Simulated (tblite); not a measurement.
Molecular dynamics, with input and output: C6H6ClN (part 1 of 2)

- system: C6H6ClN (2-chloro-6-methylpyridine), SMILES Cc1cccc(Cl)n1
- method: GFN2-xTB Langevin dynamics, gas phase (tblite 0.8.0)

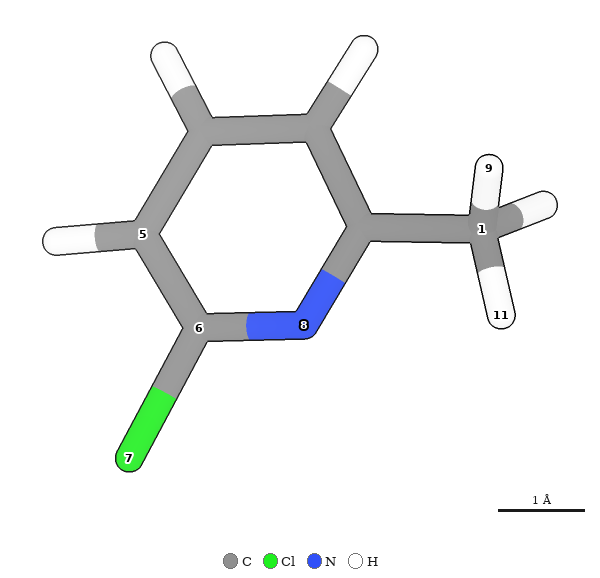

The starting structure (stick view, seen at a tilt; atoms are numbered from 1 in the order of the input).

## Results in brief

| quantity | value |
| --- | --- |
| outcome | finished |
| mean temperature over the second half | 246 K |
| trajectory | 25 frames kept, 12600 fs |
| hardware | 1 CPU thread, shared host |
| wall time | 55 s |
| peak memory | 0.4 GiB |

## Input file
```
{"job": {"dt": 1.5, "steps": 8000, "equilibration": 400, "friction": 0.005, "h_mass": 4.0, "temperature": 250, "xc": "GFN2-xTB", "basis": "xTB", "kind": "md"}, "charge": 0, "multiplicity": 1}
C      2.163297    -0.550794     0.066751
C      0.706240    -0.222410     0.014406
C      0.248584     1.092729     0.047878
C     -1.114682     1.329244    -0.002462
C     -1.988402     0.256732    -0.083994
C     -1.423705    -1.010066    -0.110257
Cl    -2.439380    -2.398596    -0.208137
N     -0.131779    -1.247746    -0.063878
H      2.601554    -0.171560     0.988286
H      2.684697    -0.089125    -0.769892
H      2.294319    -1.627425     0.022803
H      0.951041     1.909085     0.112707
H     -1.497962     2.338772     0.022031
H     -3.056534     0.389271    -0.124906
```

The first line tells a small driver script what to run in tblite; the rest is the geometry in Å.

Command:
```bash
OMP_NUM_THREADS=1 python <driver script> task.json out
```

## What the program printed
```
t/fs     T/K   E - E0/eV
     0.0    287.4     0.0000
   525.0    170.0     0.3927
  1050.0    179.5     0.4953
  1575.0    290.4     0.3534
  2100.0    212.2     0.2586
  2625.0    215.5     0.4409
  3150.0    209.1     0.3522
  3675.0    210.3     0.4811
  4200.0    281.7     0.3427
  4725.0    235.5     0.1825
  5250.0    345.8     0.4242
  5775.0    147.9     0.3781
  6300.0    245.5     0.3826
  6825.0    188.3     0.4339
  7350.0    234.1     0.3218
  7875.0    190.0     0.4242
  8400.0    349.5     0.3499
  8925.0    255.0     0.4424
  9450.0    191.2     0.3903
  9975.0    303.9     0.2920
 10500.0    226.6     0.4164
 11025.0    241.9     0.3046
 11550.0    289.3     0.3718
 12075.0    157.2     0.5107
 12600.0    327.7     0.4368
```

## Trajectory as extended XYZ (Å, eV, eV/Å), 25 frames, from step=0 to step=8400
```
14
Properties=species:S:1:pos:R:3:forces:R:3 step=0 time_fs=0.0 energy=-636.13629 temperature=287.4
C     2.1633   -0.5508    0.0668    0.0000   0.0010   0.0000
C     0.7062   -0.2224    0.0144    0.0000   0.0000   0.0010
C     0.2486    1.0927    0.0479    0.0000   0.0000   0.0010
C    -1.1147    1.3292   -0.0025   -0.0010   0.0000   0.0010
C    -1.9884    0.2567   -0.0840    0.0000   0.0000   0.0010
C    -1.4237   -1.0101   -0.1103    0.0000   0.0000   0.0010
Cl   -2.4394   -2.3986   -0.2081    0.0000  -0.0010  -0.0020
N    -0.1318   -1.2477   -0.0639    0.0000   0.0000   0.0010
H     2.6016   -0.1716    0.9883    0.0010  -0.0010  -0.0010
H     2.6847   -0.0891   -0.7699   -0.0010   0.0000   0.0000
H     2.2943   -1.6274    0.0228   -0.0010   0.0010   0.0000
H     0.9510    1.9091    0.1127    0.0010   0.0000  -0.0010
H    -1.4980    2.3388    0.0220    0.0000   0.0000  -0.0010
H    -3.0565    0.3893   -0.1249   -0.0010   0.0000   0.0000
14
Properties=species:S:1:pos:R:3:forces:R:3 step=350 time_fs=525.0 energy=-635.74356 temperature=170.0
C     2.0241   -0.3510    0.9783   -0.7120   0.6790  -0.0220
C     0.5108   -0.3243    0.7074    1.9860  -0.2040   0.2160
C    -0.2252    0.8221    0.4856   -0.0410   1.3090  -0.0280
C    -1.5980    0.7164    0.3156    0.3790  -2.9570   0.7840
C    -2.1194   -0.6119    0.3236   -0.3660   1.6890   0.0240
C    -1.2386   -1.6777    0.3334   -1.2630   0.2670  -0.1620
Cl   -1.7024   -3.2686   -0.0297   -0.5180  -0.5880   0.0260
N     0.0085   -1.5354    0.5905    1.4930  -0.0480   0.0760
H     2.4684   -1.1152    0.3295   -0.0550   0.4150   0.2860
H     2.2888   -0.5579    2.0213   -0.4130  -0.2800  -0.2340
H     2.4108    0.6526    0.7973    0.1940  -0.1930  -0.3300
H     0.2253    1.8301    0.4937   -0.0870  -0.7510   0.0280
H    -2.2680    1.5224    0.3618   -0.4780   0.8540  -0.2420
H    -3.1841   -0.7386    0.4128   -0.1190  -0.1910  -0.4220
14
Properties=species:S:1:pos:R:3:forces:R:3 step=700 time_fs=1050.0 energy=-635.64097 temperature=179.5
C     2.4576    0.0382    1.3520    1.7600   1.8950   0.7450
C     1.0692   -0.2624    1.2670   -3.5620  -1.3910  -0.2500
C     0.0518    0.6930    1.4478   -0.0710   0.7160   0.1620
C    -1.2734    0.2890    1.3552    0.7700   0.0420   0.1490
C    -1.6105   -0.9715    0.9500   -0.4560  -0.3950  -0.4300
C    -0.5678   -1.8284    0.6508    0.2320  -0.2170   0.5660
Cl   -0.9387   -3.4073   -0.0486    0.4270   0.6800   0.4200
N     0.6773   -1.5271    0.9562    0.5830   0.4310  -0.7440
H     3.1375   -0.6971    0.9870    0.1200  -0.5110  -0.3630
H     2.7791    0.3271    2.3572   -0.1600  -0.5000   0.3730
H     2.5899    1.0073    0.8638    0.2710  -0.1340  -0.5970
H     0.1697    1.7808    1.6515    0.5450  -1.0420  -0.0790
H    -2.0776    0.9247    1.6003   -0.4990   0.9010   0.1760
H    -2.6604   -1.1767    0.8303    0.0400  -0.4760  -0.1290
14
Properties=species:S:1:pos:R:3:forces:R:3 step=1050 time_fs=1575.0 energy=-635.78289 temperature=290.4
C     2.4253    0.7317    1.9354   -0.7230  -0.3990  -0.4950
C     1.3116   -0.1604    1.3864    0.8190  -0.4730  -0.6200
C     0.0106    0.2918    1.2382    0.1540   1.7010   0.6830
C    -0.9594   -0.4989    0.6723    1.1630   0.0270   0.6180
C    -0.6477   -1.7873    0.2888   -1.2810   0.3730  -1.1030
C     0.6476   -2.1472    0.3712    2.9790   0.2670   1.3080
Cl    1.2301   -3.7034   -0.1142   -0.2250   0.1690  -0.0790
N     1.6196   -1.3863    0.9280   -0.8100   0.1430  -0.0500
H     2.8504    0.2703    2.8093   -0.0290  -0.0120   0.4550
H     2.0850    1.7522    2.1181   -0.2510  -0.3380   0.2710
H     3.2380    0.8332    1.2372    0.2230  -0.2770  -0.5150
H    -0.2251    1.3422    1.5481    0.1360  -1.0750  -0.2660
H    -1.8851   -0.0410    0.6188   -1.8340   0.2090  -0.4200
H    -1.3346   -2.3718   -0.2914   -0.3200  -0.3140   0.2120
14
Properties=species:S:1:pos:R:3:forces:R:3 step=1400 time_fs=2100.0 energy=-635.87773 temperature=212.2
C     2.6681    0.0004    1.8425   -1.9750  -0.4290  -0.4920
C     1.6847   -1.0110    1.2562    0.9670   0.3540  -0.1060
C     0.3037   -0.9145    1.3329    0.8120   0.2920   0.1410
C    -0.4207   -1.8735    0.6998   -1.3180  -0.2800  -0.6820
C     0.1388   -2.9087   -0.0138    0.0330  -0.2840  -0.4590
C     1.5084   -2.8638   -0.0808    1.2920  -0.4640   0.1760
Cl    2.3581   -4.1781   -0.9266   -0.3010   0.8410   0.3580
N     2.2627   -1.9494    0.5189   -0.3680  -0.9240  -0.2590
H     3.0326    0.5092    0.9753    0.7150   0.3460  -0.2610
H     3.4246   -0.5220    2.3827    0.4600  -0.0140   0.2400
H     2.1045    0.7157    2.4374    0.2560  -0.0790   0.2660
H    -0.1818   -0.0867    1.7879   -0.1760   0.3830   0.4750
H    -1.4812   -1.7759    0.6411   -0.6670   0.0080   0.2710
H    -0.4542   -3.6418   -0.5610    0.2680   0.2510   0.3330
14
Properties=species:S:1:pos:R:3:forces:R:3 step=1750 time_fs=2625.0 energy=-635.69535 temperature=215.5
C     1.9595   -0.8474    1.9208   -0.3670  -0.7080   1.5110
C     1.2068   -1.8262    1.0821    2.5390  -0.7730  -0.6900
C    -0.1064   -2.0996    1.1935   -1.9680  -0.9420   0.0770
C    -0.7142   -3.0510    0.3365    0.8940   1.1110  -0.3070
C     0.0088   -3.6104   -0.6928    1.3960  -0.6480   0.4250
C     1.4180   -3.3660   -0.6226   -0.6780   0.3240   0.7470
Cl    2.4712   -4.2946   -1.5960    0.0950   0.0560  -0.1410
N     1.9922   -2.5244    0.2366   -0.9380  -0.5460  -1.1760
H     1.5246   -0.9339    2.9775    0.6690   0.6840  -1.3760
H     1.8285    0.1045    1.4450   -0.1880   0.6890   0.3150
H     3.0443   -1.0372    1.9658   -0.6100  -0.2140  -0.1360
H    -0.6253   -1.6697    2.0352   -0.4250   0.0790  -0.1660
H    -1.7436   -3.2737    0.3090   -0.9880   0.0010   0.6170
H    -0.4362   -4.4032   -1.3274    0.5680   0.8870   0.2990
14
Properties=species:S:1:pos:R:3:forces:R:3 step=2100 time_fs=3150.0 energy=-635.78406 temperature=209.1
C     1.7049   -0.8305    1.8856    1.1720   0.4220  -0.5400
C     1.2888   -2.1209    1.2725    1.6940   0.3620  -0.6860
C     0.2326   -2.8230    1.7527   -0.9120  -0.3540   1.1500
C    -0.1946   -3.9944    1.1918    1.0850  -0.0040  -2.0340
C     0.5434   -4.4252    0.0781   -0.3360  -0.4600   0.6090
C     1.6768   -3.7269   -0.2854    0.0610   0.8940   1.1580
Cl    2.8048   -4.3321   -1.3520    0.5960  -0.5810  -1.0350
N     2.0523   -2.5854    0.2809   -0.6540   0.0190  -0.0220
H     2.6327   -0.9359    2.4963   -0.8940  -0.0800  -0.1640
H     0.8993   -0.3501    2.4090   -0.1290  -0.0310   0.4730
H     2.0071   -0.1618    1.0711   -0.0500  -0.0590   0.0600
H    -0.1435   -2.4947    2.6837   -0.8460   0.3760   0.6740
H    -1.0797   -4.5179    1.4170   -0.6110  -0.4010   0.6780
H     0.3412   -5.3802   -0.3646   -0.1760  -0.1040  -0.3210
14
Properties=species:S:1:pos:R:3:forces:R:3 step=2450 time_fs=3675.0 energy=-635.65518 temperature=210.3
C     3.1444    0.0260    0.6753   -0.2340   0.5600   1.3320
C     2.5627   -1.3580    0.7172    2.0210   2.3000  -0.1490
C     1.4343   -1.6333    1.4123   -1.2770  -0.8600   0.9080
C     0.9680   -2.9492    1.3372   -1.3930   0.6060   1.8900
C     1.6502   -3.8809    0.6118    0.6900  -1.0550  -0.7580
C     2.7917   -3.4368   -0.0457    1.1010   1.0960   0.1300
Cl    3.7129   -4.6365   -0.8578    0.1720   0.2300  -0.1730
N     3.3018   -2.1669    0.0240   -1.0010  -3.9220  -0.9190
H     4.0702    0.0836    0.1134   -0.2330  -0.1500  -0.1500
H     3.3492    0.4431    1.6941   -0.2800  -0.3800  -0.7220
H     2.3383    0.5852    0.2338    0.0930   0.8250  -0.2970
H     1.0134   -0.8697    2.0772   -0.0640  -0.5100  -0.4910
H     0.1110   -3.2244    2.0020    0.6660   0.0880  -0.8420
H     1.4521   -4.9743    0.5295   -0.2610   1.1720   0.2410
14
Properties=species:S:1:pos:R:3:forces:R:3 step=2800 time_fs=4200.0 energy=-635.79361 temperature=281.7
C     2.6703    0.0614    1.0387    0.6670  -0.6640  -0.4550
C     2.7426   -1.4789    1.1194   -0.2350   2.0390   0.5570
C     1.7546   -2.1309    1.7990   -0.6380  -1.5960   1.0850
C     1.8877   -3.5273    1.9609   -1.3810   0.6440  -0.0850
C     2.9231   -4.2051    1.4007    0.7910   1.4590  -0.9180
C     3.8510   -3.4034    0.7082    0.1920  -1.7660   0.4020
Cl    5.2790   -4.1465    0.0141   -0.4220   0.1700   0.1050
N     3.7585   -2.1356    0.5982    0.7270   1.6270  -0.6200
H     3.4622    0.4405    0.3587   -0.4390  -0.2820   0.5250
H     2.8028    0.5453    2.0465   -0.3900  -0.6290  -1.0990
H     1.7010    0.2647    0.5652    0.2670   0.3490   0.5030
H     0.8880   -1.7022    2.2994    0.4000   0.3540  -0.3970
H     1.0603   -4.0609    2.4219    0.2910   0.0020   0.1440
H     3.0067   -5.2338    1.3653    0.1700  -1.7050   0.2530
14
Properties=species:S:1:pos:R:3:forces:R:3 step=3150 time_fs=4725.0 energy=-635.95379 temperature=235.5
C     1.5353   -0.7941   -0.0522    0.2470  -0.4020   1.5340
C     2.0690   -2.0008    0.6741    0.3560  -0.0590   0.4330
C     1.5372   -2.4261    1.8914    0.5410   0.5230   0.3370
C     2.1580   -3.4603    2.5907   -0.3530   0.3050  -1.2220
C     3.1987   -4.1545    2.0036    0.4790  -0.7030   0.1460
C     3.6647   -3.6487    0.8031   -0.2300   0.1380  -0.6310
Cl    4.9964   -4.3931   -0.0286   -0.1910   0.1100   0.2260
N     3.1254   -2.6212    0.1696    0.3240  -0.1400  -0.1780
H     0.7877   -1.1259   -0.7094   -0.9370  -0.2990  -1.0790
H     2.3240   -0.3125   -0.5715    0.5830   0.3400  -0.5310
H     1.0759   -0.1012    0.6557    0.1080  -0.0630  -0.0300
H     0.7859   -1.7873    2.3292   -0.2540  -0.3710   0.1790
H     1.7820   -3.7835    3.5138   -0.4390  -0.2520   1.0730
H     3.6331   -5.0695    2.4502   -0.2350   0.8710  -0.2560
14
Properties=species:S:1:pos:R:3:forces:R:3 step=3500 time_fs=5250.0 energy=-635.71211 temperature=345.8
C     1.3974   -1.6513   -1.7091   -0.2050  -0.1170   0.3490
C     2.1413   -1.9324   -0.4594    0.2640  -0.5650   0.0770
C     1.4845   -1.7781    0.7502   -0.5680   1.6210   0.1380
C     2.2131   -1.9434    1.8984    0.6130   0.3060   2.0770
C     3.5239   -2.4538    1.8904   -0.5570  -0.2280  -0.3220
C     4.0068   -2.6885    0.6199    0.6440  -0.5500  -0.4890
Cl    5.5118   -3.6096    0.3615   -0.6470   0.7250   0.2240
N     3.3942   -2.3447   -0.4959    0.2030  -0.6650  -0.1780
H     0.6668   -0.9115   -1.4467   -0.6210   0.2990  -0.2080
H     0.9067   -2.5254   -2.1347    0.0900  -0.0470   0.1890
H     2.0509   -1.2438   -2.4267    0.7850   0.3500  -0.9740
H     0.5394   -1.1956    0.6981    0.4810  -0.9770   0.5150
H     1.8692   -1.6231    2.9095   -0.2080  -0.3780  -0.9690
H     4.0831   -2.6999    2.7936   -0.2760   0.2260  -0.4300
14
Properties=species:S:1:pos:R:3:forces:R:3 step=3850 time_fs=5775.0 energy=-635.75824 temperature=147.9
C     1.3035   -3.2197   -2.4435   -0.1650   0.1510   0.7530
C     1.7371   -2.4117   -1.1916    1.0840  -1.6140  -1.6170
C     1.0839   -1.3360   -0.6921   -0.5500   2.0440   0.9440
C     1.7335   -0.5658    0.3087   -1.1500  -0.7180   0.1640
C     2.9391   -0.9994    0.8478   -0.7550   1.2100  -0.0850
C     3.4882   -2.1435    0.3150   -1.0880   0.2860  -1.2150
Cl    4.9293   -2.7618    0.8518    1.2170  -0.5010   0.4960
N     2.9335   -2.7526   -0.7093   -0.1210  -0.9250  -0.0280
H     0.2198   -3.1499   -2.5683    0.1200   0.1810   0.0310
H     1.5228   -4.3179   -2.3775    0.2730   1.2520   0.0250
H     1.7782   -2.7439   -3.3220   -0.1200  -0.5280   0.4810
H     0.1302   -0.9553   -1.0734    0.3700  -0.4300   0.1170
H     1.1401    0.2435    0.7725    0.7840  -0.2840  -0.4500
H     3.4548   -0.3719    1.5479    0.1030  -0.1240   0.3840
14
Properties=species:S:1:pos:R:3:forces:R:3 step=4200 time_fs=6300.0 energy=-635.75372 temperature=245.5
C     2.9019   -3.9986   -2.1669   -0.3760   0.3160   0.1880
C     2.9281   -2.8965   -1.1551    1.8340   0.5780   1.0050
C     2.0620   -1.7942   -1.1260    1.3190  -0.8030   0.6200
C     2.1912   -0.9218   -0.0366   -1.6900   0.3290  -0.8730
C     3.1079   -1.1349    0.9398    0.6910   0.5580   1.8070
C     4.0538   -2.1284    0.7279    0.3540   0.0090  -0.0560
Cl    5.4091   -2.3445    1.8233   -0.4970   0.1380  -0.3680
N     4.0133   -2.9225   -0.2929   -1.6460  -0.9900  -1.1640
H     1.9214   -3.9962   -2.6205   -0.1750  -0.2920  -0.1650
H     3.2053   -4.9868   -1.8414   -0.4020   0.0270   0.7640
H     3.6356   -3.8193   -2.9137    0.5900   0.6260  -0.8850
H     1.3799   -1.5986   -1.9184   -0.4770  -0.0820  -0.2000
H     1.4241   -0.1327    0.0318    0.6430  -0.2580   0.1380
H     3.1595   -0.5732    1.8902   -0.1680  -0.1560  -0.8110
```
